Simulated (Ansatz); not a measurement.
## Electronic structure of FOSi₂ (charge +1) in real space

```xyz
4

F     1.0787   -1.1451    0.7861
O     0.0079    0.6964   -0.5672
Si    1.6573    0.1521    0.0282
Si   -1.4146    1.1465   -1.0686
```

Geometry: B3LYP-D3(BJ)/def2-SVP.

All numbers below come from isolated molecule in a Gaussian basis; Kohn-Sham density functional theory, functional PBE0 (Ansatz 0.2.0).

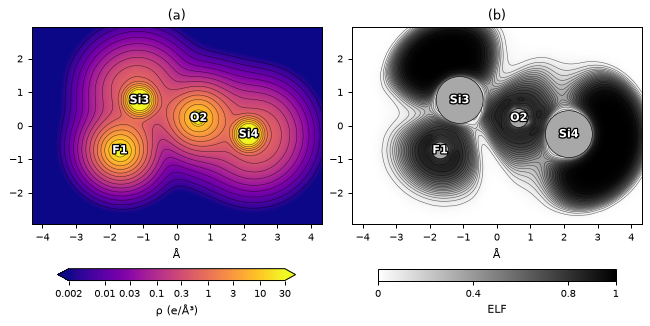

Figure 1. (a) total electron density; (b) electron localisation function on the molecular plane. Grey discs cover the atomic cores in the ELF map.

> Describe what can be read from this map.

Atoms in the plane: F, O and Si. Si–O (1.57 Å): the density is about 1.3 e/Å³ at the midpoint; the ELF peaks at about 0.85 between the atoms (a short, strongly polar bond). Si–F (1.61 Å): the density is about 1.2 e/Å³ at the midpoint; the ELF peaks at about 0.85 in the valence shell of F, 0.5 Å from its nucleus, and is about 0.55 at the midpoint. The ELF also peaks beside F1, Si4, O2 and Si3, away from the bonds: lone-pair regions.

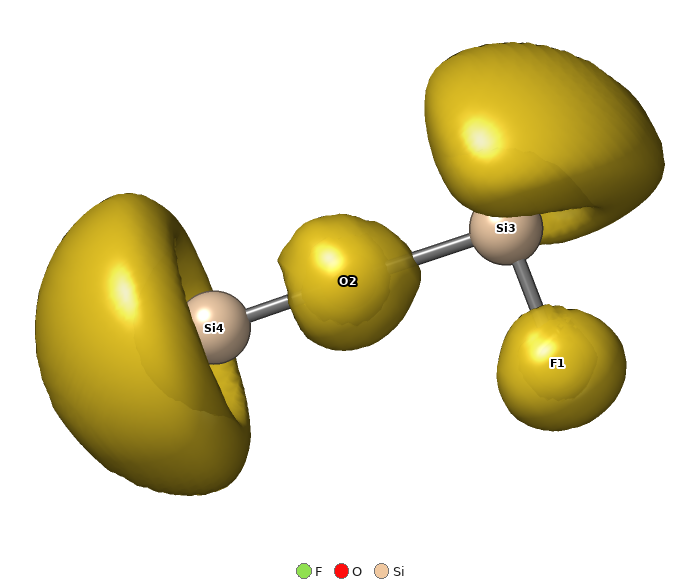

Figure 2. Isosurface of the electron localisation function at 0.8 (yellow), seen at a tilt. Only the valence region is drawn (cores and ρ < 0.01 e/Å³ removed).

> What do the ELF domains correspond to?

The ELF exceeds this value in two lobes on Si, pointing away from the bonds (lone pairs), one region wrapped around F (its lone pairs, merged into a ring or cap) and one region wrapped around O (its lone pairs, merged into a ring or cap).

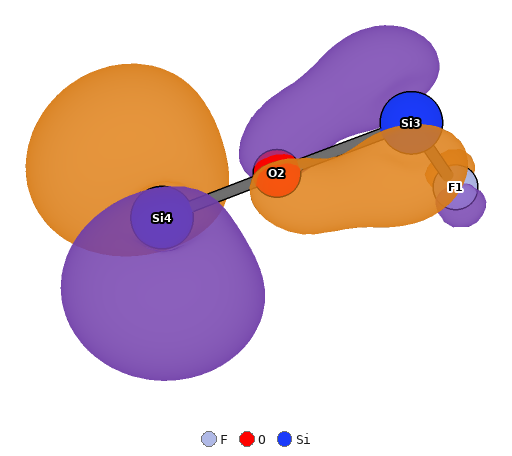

Figure 3. The LUMO at ±0.1 Å⁻³ᐟ² (orange and purple are the two phases), seen at an oblique angle.

> Describe this orbital and give its energy.

It lies mainly on Si4 (about 80 %), Si3 (about 10 %) and O2 (about 10 %); it changes sign across the molecular plane (π type); π-bonding across O2–Si3. Its energy is −8.38 eV.
